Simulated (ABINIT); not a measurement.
# CsSnI3 (Pm-3m): G0W0 in ABINIT against the bands in the screening, part 2 of 2

Aim: move the bands in the screening of a G0W0 run on CsSnI3 (Pm-3m) over a wide range.

ABINIT 10.8.3; PBE and many-body steps on it, plane waves. Known limits of the many-body steps: not at the basis limit; exchange with frozen shells missing; screening runs away on this mesh; no spin-orbit coupling; coarse k mesh.

So far. Step 2 (Screening, 2×2×2 mesh, 30 bands, screening to 106.1 eV): Local fields lower ε∞ by 24 %. The value itself is an artefact of the mesh, where one narrow direct gap carries too much weight. Step 5 (54 bands): The gap on the mesh goes from 0.47 eV to 0.87 eV, a correction of +0.40 eV.

## (6) Screening, 2×2×2 mesh, 164 bands, screening to 106.1 eV

This step: RPA screening on PBE, plane waves, norm-conserving pseudopotentials.

File run.abi:

```
acell 3*1.0 Angstrom
rprim 
  6.286228000000 0.000000000000 0.000000000000
  0.000000000000 6.286228000000 0.000000000000
  0.000000000000 0.000000000000 6.286228000000
ntypat 3
znucl 55 50 53
natom 5
typat 1 2 3 3 3
xred 
  0.500000000000 0.500000000000 0.500000000000
  0.000000000000 0.000000000000 0.000000000000
  0.500000000000 0.000000000000 0.000000000000
  0.000000000000 0.000000000000 0.500000000000
  0.000000000000 0.500000000000 0.000000000000
pp_dirpath "pseudos"
pseudos "Cs.upf, Sn.upf, I.upf"
ecut 32
ngkpt 2 2 2
nshiftk 1
shiftk 0 0 0
kptopt 1
chksymbreak 0
istwfk *1
occopt 1
irdwfk 1
optdriver 3
nband 164
ecuteps 3.9
inclvkb 2
awtr 1
symchi 1
indata_prefix "in"
outdata_prefix "out"
tmpdata_prefix "tmp"
```

On the command line:

```console
$ OMP_NUM_THREADS=1 mpirun -n 8 abinit run.abi > log
```

Output:

```text
.Version 10.8.3 of ABINIT. v10.8.2 released Aug 2026.

 Symmetries : space group Pm -3 m (#221); Bravais cP (primitive cubic)
[... echo of the input left out ...]
== DATASET  1 ==================================================================
-   mpi_nproc: 8, omp_nthreads: 1 (-1 if OMP is not activated)

--- !DatasetInfo
iteration_state: {dtset: 1, }
dimensions: {natom: 5, nkpt: 4, mband: 164, nsppol: 1, nspinor: 1, nspden: 1, mpw: 14592, }
cutoff_energies: {ecut:  32.0, pawecutdg:  -1.0, }
[...]
--------------------------------------------------------------------------------
[... chi0 elements left out ...]
 For q-point:  0.000010 0.000020 0.000030
  dielectric constant = 113.3101
  dielectric constant without local fields = 142.5424

  Average fulfillment of the sum rule on Im[epsilon] for q-point    1 :     73.98  [%]
[... wings left out ...]
  q-point number  2        q = ( 0.500000, 0.000000, 0.000000) [r.l.u.]
--------------------------------------------------------------------------------
[... chi0 elements left out ...]
  Average fulfillment of the sum rule on Im[epsilon] for q-point    2 :     81.60  [%]

 [... 2 further q-points ...]
```

It took 40 s on 8 MPI ranks of Intel Xeon Platinum 8488C (Sapphire Rapids), shared host; peak memory 4.2 GiB; 5.4 min of CPU time.

This step gave:

| Quantity | Value |
| --- | --- |
| ε∞ with local fields, on this mesh, along the program's q direction | 113.3 |
| the same without local fields | 142.5 |
| plasma frequency | 15.63 eV |
| plane waves in the screening matrix | 619 |

## (7) 164 bands

This step: G0W0 on PBE, plane waves, norm-conserving pseudopotentials.

Changes to run.abi since step 6:

```diff
@@ -26,8 +26,17 @@
 irdwfk 1
-optdriver 3
+optdriver 4
 nband 164
+gwcalctyp 0
+ecutsigx 32
+symsigma 1
+nkptgw 2
+kptgw 
+  0.5000000000 0.5000000000 0.5000000000
+  0.0000000000 0.0000000000 0.0000000000
+bdgw 
+  19 25
+  20 25
 ecuteps 3.9
-inclvkb 2
-awtr 1
-symchi 1
+irdscr 1
+ppmodel 1
 indata_prefix "in"
```

Output:

```text
.Version 10.8.3 of ABINIT. v10.8.2 released Aug 2026.

 Symmetries : space group Pm -3 m (#221); Bravais cP (primitive cubic)
[... echo of the input left out ...]
== DATASET  1 ==================================================================
-   mpi_nproc: 8, omp_nthreads: 1 (-1 if OMP is not activated)

--- !DatasetInfo
iteration_state: {dtset: 1, }
dimensions: {natom: 5, nkpt: 4, mband: 164, nsppol: 1, nspinor: 1, nspden: 1, mpw: 14592, }
cutoff_energies: {ecut:  32.0, pawecutdg:  -1.0, }
[...]
Band     E0 <VxcDFT>   SigX SigC(E0)      Z dSigC/dE  Sig(E)    E-E0       E
[...]
24   5.326  -6.045  -2.592  -3.175   0.819  -0.221  -5.818   0.227   5.554
       25   5.326  -6.045  -2.592  -3.175   0.819  -0.221  -5.818   0.227   5.554

== END DATASET(S) ==============================================================
================================================================================

 -outvars: echo values of variables after computation  --------
           etotal      0.0000000000E+00
            nband         164
             nkpt           4
          spgroup         221
 [... the other variables as echoed above ...]

 Calculation completed.
```

Run time: 22 s. Hardware: 8 MPI ranks; peak memory 3.5 GiB; 3 min of CPU time.

Numbers from this step:

```yaml
g0w0_gap_on_the_points_computed: 0.7950 eV
starting_gap_on_the_mesh: 0.4710 eV
k_of_the_valence_top: 0.5, 0.5, 0.5
k_of_the_conduction_bottom: 0.5, 0.5, 0.5
least_direct_g0w0_gap_on_the_computed_points: 0.7950 eV
```

Against the run before, the gap moves by −0.077 eV.

## (8) Screening, 2×2×2 mesh, 352 bands, screening to 106.1 eV

This step: RPA screening on PBE, plane waves, norm-conserving pseudopotentials.

Changes to run.abi since step 7:

```diff
@@ -26,17 +26,8 @@
 irdwfk 1
-optdriver 4
-nband 164
-gwcalctyp 0
-ecutsigx 32
-symsigma 1
-nkptgw 2
-kptgw 
-  0.5000000000 0.5000000000 0.5000000000
-  0.0000000000 0.0000000000 0.0000000000
-bdgw 
-  19 25
-  20 25
+optdriver 3
+nband 352
 ecuteps 3.9
-irdscr 1
-ppmodel 1
+inclvkb 2
+awtr 1
+symchi 1
 indata_prefix "in"
```

Output:

```text
.Version 10.8.3 of ABINIT. v10.8.2 released Aug 2026.

 Symmetries : space group Pm -3 m (#221); Bravais cP (primitive cubic)
[... echo of the input left out ...]
== DATASET  1 ==================================================================
-   mpi_nproc: 8, omp_nthreads: 1 (-1 if OMP is not activated)

--- !DatasetInfo
iteration_state: {dtset: 1, }
dimensions: {natom: 5, nkpt: 4, mband: 352, nsppol: 1, nspinor: 1, nspden: 1, mpw: 14592, }
cutoff_energies: {ecut:  32.0, pawecutdg:  -1.0, }
[...]
--------------------------------------------------------------------------------
[... chi0 elements left out ...]
 For q-point:  0.000010 0.000020 0.000030
  dielectric constant = 114.9575
  dielectric constant without local fields = 142.5503

  Average fulfillment of the sum rule on Im[epsilon] for q-point    1 :     94.11  [%]
[... wings left out ...]
  q-point number  2        q = ( 0.500000, 0.000000, 0.000000) [r.l.u.]
--------------------------------------------------------------------------------
[... chi0 elements left out ...]
  Average fulfillment of the sum rule on Im[epsilon] for q-point    2 :     99.71  [%]

 [... 2 further q-points ...]
```

Elapsed: 93 s, on 8 MPI ranks; peak memory 5.4 GiB; 12 min of CPU time.

Numbers from this step:

| Item | Value |
| --- | --- |
| ε∞ with local fields, on this mesh, along the program's q direction | 115.0 |
| the same without local fields | 142.6 |
| plasma frequency | 15.63 eV |
| plane waves in the screening matrix | 619 |

## (9) 352 bands

This step: G0W0 on PBE, plane waves, norm-conserving pseudopotentials.

Changes to run.abi since step 8:

```diff
@@ -26,8 +26,17 @@
 irdwfk 1
-optdriver 3
-nband 352
+optdriver 4
+nband 164
+gwcalctyp 0
+ecutsigx 32
+symsigma 1
+nkptgw 2
+kptgw 
+  0.5000000000 0.5000000000 0.5000000000
+  0.0000000000 0.0000000000 0.0000000000
+bdgw 
+  19 25
+  20 25
 ecuteps 3.9
-inclvkb 2
-awtr 1
-symchi 1
+irdscr 1
+ppmodel 1
 indata_prefix "in"
```

Output:

```text
.Version 10.8.3 of ABINIT. v10.8.2 released Aug 2026.

 Symmetries : space group Pm -3 m (#221); Bravais cP (primitive cubic)
[... echo of the input left out ...]
== DATASET  1 ==================================================================
-   mpi_nproc: 8, omp_nthreads: 1 (-1 if OMP is not activated)

--- !DatasetInfo
iteration_state: {dtset: 1, }
dimensions: {natom: 5, nkpt: 4, mband: 164, nsppol: 1, nspinor: 1, nspden: 1, mpw: 14592, }
cutoff_energies: {ecut:  32.0, pawecutdg:  -1.0, }
[...]
Band     E0 <VxcDFT>   SigX SigC(E0)      Z dSigC/dE  Sig(E)    E-E0       E
[...]
24   5.326  -6.045  -2.592  -3.211   0.818  -0.222  -5.847   0.198   5.524
       25   5.326  -6.045  -2.592  -3.211   0.818  -0.222  -5.847   0.198   5.524

== END DATASET(S) ==============================================================
================================================================================

 -outvars: echo values of variables after computation  --------
           etotal      0.0000000000E+00
            nband         164
             nkpt           4
          spgroup         221
 [... the other variables as echoed above ...]

 Calculation completed.
```

Run time: 23 s. Hardware: 8 MPI ranks; peak memory 3.5 GiB.

Numbers from this step:

```yaml
g0w0_gap_on_the_points_computed: 0.812 eV
starting_gap_on_the_mesh: 0.4710 eV
k_of_the_valence_top: 0.5, 0.5, 0.5
k_of_the_conduction_bottom: 0.5, 0.5, 0.5
least_direct_g0w0_gap_on_the_computed_points: 0.812 eV
```

Against the run before, the gap moves by +0.017 eV.

## (10) The runs together

Times are wall times on 8 MPI ranks of Intel Xeon Platinum 8488C (Sapphire Rapids), shared host, good to a factor of about two. A run's time includes the screening step that it read.

```csv
run,mesh,bands,screening cutoff (eV),DFT gap (eV),gap on the mesh (eV),direct (eV),ε∞ used,time
30 bands,2×2×2,164,106.1,0.471,1.049,1.049,107.51,33 s
54 bands,2×2×2,164,106.1,0.471,0.872,0.872,109.90,41 s
164 bands,2×2×2,164,106.1,0.471,0.795,0.795,113.31,63 s
352 bands,2×2×2,164,106.1,0.471,0.812,0.812,114.96,1.9 min
```

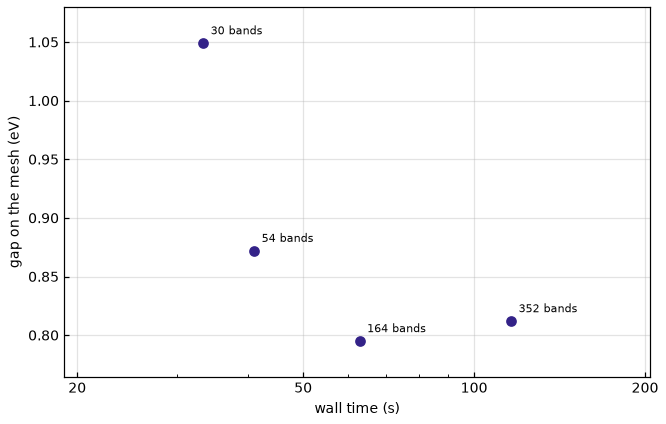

Result against wall time.

## (11) What came out

- 30 bands: 1.049 eV
- 54 bands: 0.872 eV
- 164 bands: 0.795 eV
- 352 bands: 0.812 eV
- known limits: not at the basis limit; exchange with frozen shells missing; screening runs away on this mesh; no spin-orbit coupling; coarse k mesh

**Reading.** The setting moved: bands in the screening. From 30 bands to 352 bands the gap moves by −0.24 eV, for 3.5 times the time. The last step still moves it by +0.017 eV. Bands and screening cutoff are coupled, so a series along one setting does not show full convergence. Bands and cutoff are finite, so the gap is not at the basis limit. The miss can reach some tenths of an eV and take either sign; the mesh is an error of its own. In the first G0W0 run levels were corrected at 2 k points alone, so a gap called «on the mesh» is the least over those, and an edge elsewhere would be missed. The 2×2×2 mesh is coarse for this cell, which bears on the long-range parts of exchange and screening. This is the ideal cubic cell; many perovskites, halides above all, are cubic only on average, and local tilts or off-centring can widen the gap. The norm-conserving file of at least one element keeps a d shell over frozen s and p shells of the same row. Exchange with those shells is missing from the self-energy, an error of 0.3 to 0.9 eV in cases checked, whose sign depends on which edge lies on those atoms. For the PBE start: On this mesh the RPA ε∞ passes 90, more than nearly any semiconductor shows; a coarse mesh does this where one point with a narrow direct gap carries much weight. The screening is then too strong, and the G0W0 gap should not be taken as the material's. The many-body steps are scalar-relativistic: spin-orbit coupling is not in them.

[Paths, hosts, dates, memory and timing lines, banners, echoed tables and standing remarks are left out of the program output.]

[Logs are printed without paths, hosts, clocks, repeated set-up lines and the standing remarks that a program may print on its own settings, such as how far it seeks lower states.]

[Runs of the session that timed out or met a known fault of the program may be left out.]

[No measured gap is set beside runs whose start may be inverted or whose files or cutoffs have a known fault.]

[Hosts, paths, dates, database ids (printed as entryN), source tags and the programs' standing remarks are cut or masked in the printed files.]

[G0W0 gaps are taken among the corrected bands and points alone; a level outside them can change the order at an edge.]

[Where Ansatz stands beside ABINIT at settings called matched, ABINIT's density can come from a denser mesh and the files from another edition; pairs whose starting gaps differed by over 0.03 eV were left out, so agreement reads better than it is.]
